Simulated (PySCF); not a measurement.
# NEVPT2(10,8)/STO-6G run of PN (SMILES N#P)

Aim: the energy change on altering one bond length of PN at NEVPT2(10,8)/STO-6G, from 2 runs. Input form: a Python script.

Program for the calculation: PySCF 2.14.0.

14 further runs of the same task are left out: 4 that didn't finish, 10 set aside as unsound or not needed.

## 1. The molecule

The species is PN (2 atoms), meant as a singlet with charge 0. As SMILES, `N#P`. Geometry: the measured bond length.

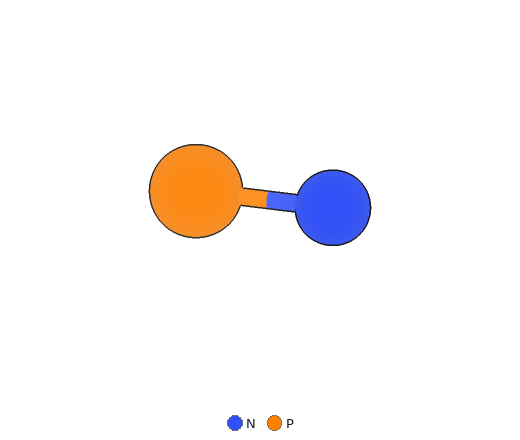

The structure, seen from a chosen angle (nitrogen blue, phosphorus orange).

## 2. A single-point energy at NEVPT2(10,8)/STO-6G

The input, run.py:

```python
import numpy
from pyscf import gto, scf, mp, mcscf, mrpt

molecule = gto.M(
    atom=[
    ('N', (0.000000, 0.000000, 0.000000)),
    ('P', (0.000000, 0.000000, 1.490866)),
],
    spin=0,
    charge=0,
    max_memory=1860,
    verbose=3,
    basis='sto-6g',
)

mf = molecule.RHF()
mf.conv_tol = 1e-10
mf.kernel()
if not mf.converged:
    mf = mf.newton().run(mf.mo_coeff, mf.mo_occ)

pt = mp.MP2(scf.addons.convert_to_uhf(mf)).run()
noons, natorbs = mcscf.addons.make_natural_orbitals(pt)
print('natural occupations', numpy.round(noons[:40], 4))
cas = mcscf.CASSCF(mf, 8, 10)
cas.fix_spin_(ss=0.0)
cas.natorb = True
cas.kernel(natorbs)
e_pt2 = mrpt.NEVPT(cas).kernel()
energy = cas.e_tot + e_pt2
print('Final energy', energy)
```

Command:

```console
$ OMP_NUM_THREADS=1 python run.py
```

Log:

```text
converged SCF energy = -393.742882127296
E(UMP2) = -393.930440939308  E_corr = -0.187558812012733
E(SCS-UMP2) = -393.923620114368  E_corr = -0.180737987072115
natural occupations [2.     2.     2.     1.9999 1.9999 1.9999 1.9959 1.992  1.9603 1.8887
 1.8887 0.1168 0.1168 0.0408]
CASSCF energy = -393.918676912636
CASCI E = -393.918676912636  E(CI) = -24.7610437054689  S^2 = 0.0000000
Sr    (-1)',   E = -0.00000000000000
Si    (+1)',   E = -0.00012183274735
Sijrs (0)  ,   E = 0.00000000000000
Sijr  (+1) ,   E = -0.00000000000000
Srsi  (-1) ,   E = -0.00000000000000
Srs   (-2) ,   E = 0.00000000000000
Sij   (+2) ,   E = -0.00086905102842
Sir   (0)' ,   E = -0.00000000000000
Nevpt2 Energy = -0.000990883775762
Final energy -393.9196677964115
```

Wall time 2.2 s (1 thread of Arm Neoverse V1, shared host); peak memory 0.13 GiB.

## 3. The distorted shape, same level

The input, job.py:

```python
import numpy
from pyscf import gto, scf, mp, mcscf, mrpt

mol = gto.M(
    atom='''
N      0.000000     0.000000    -0.298134
P      0.000000     0.000000     1.490866
''',
    basis='sto-6g',
    verbose=4,
    max_memory=1860,
    spin=0,
)

myscf = mol.RHF()
myscf.conv_tol = 1e-10
myscf.kernel()
if not myscf.converged:
    myscf = myscf.newton().run(myscf.mo_coeff, myscf.mo_occ)

pt = mp.MP2(scf.addons.convert_to_uhf(myscf)).run()
noons, natorbs = mcscf.addons.make_natural_orbitals(pt)
print('natural occupations', numpy.round(noons[:40], 4))
cas = mcscf.CASSCF(myscf, 8, 10)
cas.fix_spin_(ss=0.0)
cas.natorb = True
cas.kernel(natorbs)
e_pt2 = mrpt.NEVPT(cas).kernel()
e_final = cas.e_tot + e_pt2
print(f'total energy: {e_final:.8f} hartree')
```

Command:

```console
$ OMP_NUM_THREADS=1 python job.py
```

Log:

```text
PySCF version 2.14.0

[INPUT] num. atoms = 2
[INPUT] num. electrons = 22
[INPUT] charge = 0
[INPUT] spin (= nelec alpha-beta = 2S) = 0
[INPUT] symmetry False subgroup None
[INPUT] Mole.unit = angstrom
[INPUT] Symbol           X                Y                Z      unit          X                Y                Z       unit  Magmom
[INPUT]  1 N      0.000000000000   0.000000000000  -0.298134000000 AA    0.000000000000   0.000000000000  -0.563391608421 Bohr   0.0
[INPUT]  2 P      0.000000000000   0.000000000000   1.490866000000 AA    0.000000000000   0.000000000000   2.817328428426 Bohr   0.0

nuclear repulsion = 31.0584724128564
number of shells = 8
number of NR pGTOs = 84
number of NR cGTOs = 14
basis = sto-6g
ecp = {}

[... 39 lines left out ...]
converged SCF energy = -393.618382321739
[... 32 lines left out ...]
sorting_mo_energy = False
[... 20 lines left out ...]
1-step CASSCF converged in   3 macro ( 22 JK   7 micro) steps
[... 3 lines left out ...]
Natural orbital (expansion on meta-Lowdin AOs) in CAS space
[... 24 lines left out ...]
CASSCF energy = -393.877059044740
[... 2 lines left out ...]
******** <class 'pyscf.mrpt.nevpt2.NEVPT'> ********
NEVPT2 (5e+5e, 8o), ncore = 6, nvir = 0
root = 0
Natural occ [1.99494668 1.98898672 1.93635547 1.7377409  1.7377409  0.2680775
 0.2680775  0.06807433]
Natural orbital (expansion on meta-Lowdin AOs) in CAS space
               #1        #2        #3        #4        #5
0 N 1s           0.02485  -0.01060   0.00150  -0.00000   0.00000
0 N 2s           0.79619  -0.55386   0.06607   0.00000   0.00000
0 N 2px          0.00000   0.00000   0.00000   0.66216   0.28819
[... 10 lines of this table left out ...]
1 P 3pz         -0.00572   0.21738  -0.65154   0.00000   0.00000
               #6        #7        #8
0 N 1s          -0.00000  -0.00000   0.00240
0 N 2s           0.00000   0.00000  -0.23063
0 N 2px         -0.09589   0.68505   0.00000
[... 10 lines of this table left out ...]
1 P 3pz          0.00000   0.00000  -0.72624
<CAS-nat-orb|mo-hf>  7      7        0.92436139
<CAS-nat-orb|mo-hf>  8      8        0.98617010
<CAS-nat-orb|mo-hf>  9      9        0.92963113
<CAS-nat-orb|mo-hf>  10     10       0.83591133
<CAS-nat-orb|mo-hf>  10     11       0.54885086
<CAS-nat-orb|mo-hf>  11     10      -0.54885086
<CAS-nat-orb|mo-hf>  11     11       0.83591133
<CAS-nat-orb|mo-hf>  12     12      -0.61384615
<CAS-nat-orb|mo-hf>  12     13       0.78942541
<CAS-nat-orb|mo-hf>  13     12      -0.78942541
<CAS-nat-orb|mo-hf>  13     13      -0.61384615
<CAS-nat-orb|mo-hf>  14     14      -0.99978477
Sr    (-1)',   E = -0.00000000000000
Si    (+1)',   E = -0.00010886467364
Sijrs (0)  ,   E = 0.00000000000000
Sijr  (+1) ,   E = -0.00000000000000
Srsi  (-1) ,   E = -0.00000000000000
Srs   (-2) ,   E = 0.00000000000000
Sij   (+2) ,   E = -0.00078803928212
Sir   (0)' ,   E = -0.00000000000000
Nevpt2 Energy = -0.000896903955761
total energy: -393.87795595 hartree
```

Run time: 2.2 s. Hardware: 1 thread of Arm Neoverse V1, shared host; peak memory 0.13 GiB.

## 4. Outcome

At NEVPT2(10,8)/STO-6G:

```
                                                         quantity          value
                                        first shape: total energy  -393.91967 Eh
                first shape: dipole moment (Hartree–Fock density)         2.09 D
                 first shape: HOMO energy (Hartree–Fock orbitals)       -8.75 eV
                 first shape: LUMO energy (Hartree–Fock orbitals)        6.94 eV
               first shape: HOMO–LUMO gap (Hartree–Fock orbitals)       15.69 eV
                                    distorted shape: total energy  -393.87796 Eh
            distorted shape: dipole moment (Hartree–Fock density)         1.91 D
             distorted shape: HOMO energy (Hartree–Fock orbitals)       -6.47 eV
             distorted shape: LUMO energy (Hartree–Fock orbitals)        5.20 eV
           distorted shape: HOMO–LUMO gap (Hartree–Fock orbitals)       11.67 eV
energy change with the N1–P2 bond stretched from 1.491 to 1.789 Å       1.135 eV
```

With the N1–P2 bond stretched from 1.491 to 1.789 Å the energy rises by 1.14 eV (26 kcal/mol). The first shape isn't relaxed at this level, so the change isn't measured from a minimum. The minimal basis adds a large error of its own.
